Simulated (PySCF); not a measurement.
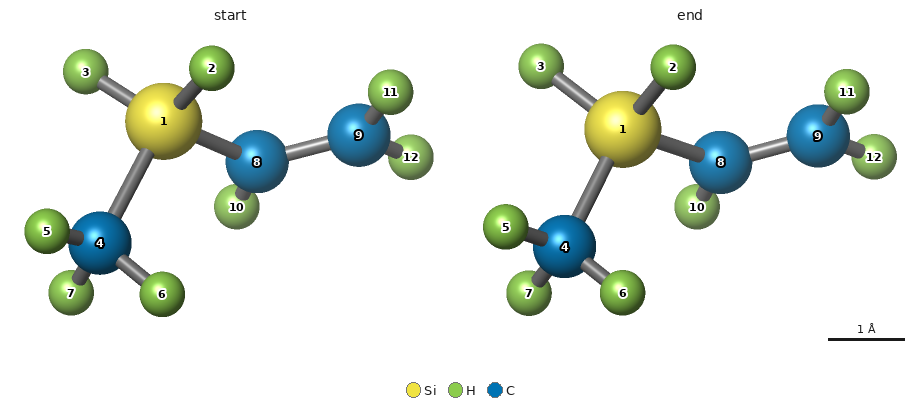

The structure of C₃H₈Si before (left) and after (right) a relaxation, at one scale.

The picture is a ball-and-stick view, seen at a tilt.

The start comes from GFN2-xTB. Its atoms were then displaced at random by about 0.03 Å.

The calculation used PBE0-D3(BJ)/def2-SVP geometry optimisation, gas phase (PySCF). 

Question: What changed between the two?

Answer: The energy falls by 84.8 kJ/mol in 6 geometry steps. Si1 moves most after the best rigid fit: 0.11 Å. Largest moves by element: Si 0.11 Å, H 0.09 Å, C 0.08 Å. Among the contacts that change: Si1–H3 1.361 → 1.498 Å, C4–H6 1.196 → 1.101 Å, C4–H5 1.007 → 1.101 Å, Si1–C4 1.966 → 1.881 Å. Bond angles that change, for instance: H2–Si1–H3 115.8° → 108.2°, H6–C4–H7 102.7° → 108.1°, H3–Si1–C4 103.9° → 109.1°.
